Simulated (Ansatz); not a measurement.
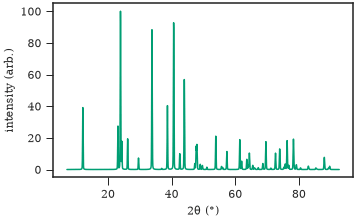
Figure. Simulated powder pattern, Cu Kα1, λ = 1.54056 Å

The pattern belongs to a structure relaxed with DFT-PBE+D3(BJ) in the program Ansatz with PAW potentials.

Question: Which compound is it?
A. TeO2, Aea2 (Te on 4a, O on 8b)
B. BN, P6_3mc (Pearson symbol hP12)
C. BP, Pnma (B on 4c, P on 4c)
D. AgI, P6_3mc (Ag on 2a, Ag on 2b, I on 2a, I on 2b)

Answer: D, AgI, P6_3mc (Ag on 2a, Ag on 2b, I on 2a, I on 2b)

The first step of the workflow began from a Materials Project structure, measured or hypothetical. Its sites differ from those of the usual phase in this space group: another stacking or structure type. Symmetry was held in the PBE+D3(BJ) relaxation; whether a distortion lowers the energy is not shown. No spin polarisation was allowed. Scalar-relativistic: spin–orbit coupling is off unless named, which matters more the heavier the elements.

Potentials: the earlier of the program's two PAW sets.
